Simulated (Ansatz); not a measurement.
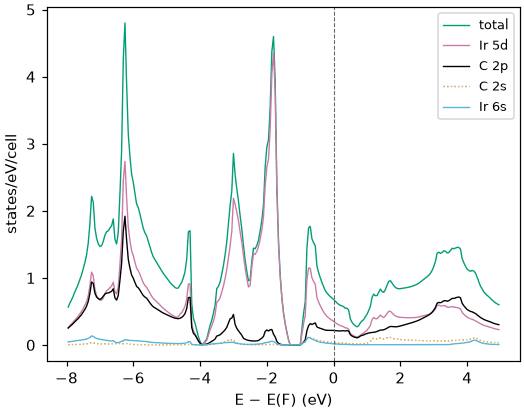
Figure: Total and projected density of states of IrC (zinc blende, F-43m), the program Ansatz at the PBEsol level (PAW)

Question: Which orbitals carry the states next to the Fermi level?

Answer: Within 0.5 eV of the Fermi level: Ir 5d 53 %, C 2p 30 %, C 2s 5 %, outside the projected shells 7 %. Projections are on Löwdin-orthogonalised atomic valence shells; empty p or d shells of many metals are not among them.

Question: Where is the tallest occupied peak in this window, and what makes it?

Answer: Near -6.2 eV, about 4.8 states/eV per cell; the largest projected share is Ir 5d.

The start of the workflow was typed in or built on a structure type; neither database checked (COD, Materials Project) lists it. Its standing as an ambient phase is unchecked. The PBEsol relaxation kept the symmetry of its start; whether a distortion lowers the energy is not shown. The run is not spin-polarised. Its formation energy is positive at this level, so the cell may be metastable or incomplete. Spin–orbit coupling is left out wherever it is not named.

Potentials: the earlier of the program's two PAW sets. The files were generated under PBE; for other functionals the program regenerates the frozen cores, and for LDA and PBEsol the local potential too.
